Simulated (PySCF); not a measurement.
SMILES O=Cc1cc(ccc1)C (C₈H₈O) at its GFN2-xTB optimised geometry (Å):

```
17

C     -2.0280    -1.8935    -0.0124
C     -1.2515    -0.6130     0.0000
C     -1.9152     0.6117    -0.0006
C     -1.2133     1.8057    -0.0007
C      0.1686     1.7985    -0.0004
C      0.8511     0.5834     0.0000
C      2.3172     0.5516     0.0018
O      2.9959    -0.4442     0.0026
C      0.1330    -0.6130     0.0000
H     -1.3790    -2.7433     0.1805
H     -2.8149    -1.8723     0.7393
H     -2.5002    -2.0347    -0.9846
H     -2.9959     0.6267    -0.0001
H     -1.7493     2.7433    -0.0004
H      0.7225     2.7260     0.0003
H      2.7839     1.5581    -0.0006
H      0.6877    -1.5402     0.0010
```

Method: CAM-B3LYP/def2-SVP run with PySCF. Cells within 0.4 Å of a nucleus heavier than hydrogen are left out (blank, or x).

Map of the log10 of the electron density (e/bohr³), floored at −4 on the plane z = 0.0 Å:

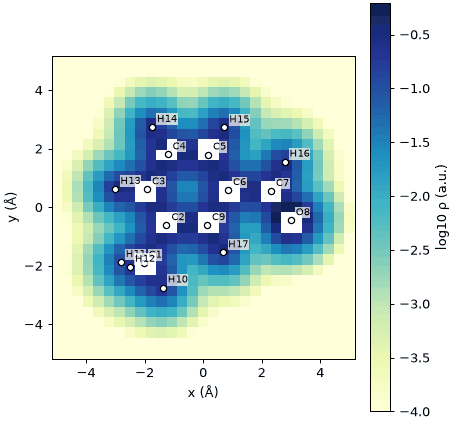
Fig. 1. Log10 of the electron density (e/bohr³), floored at −4 on the plane z = 0.0 Å.
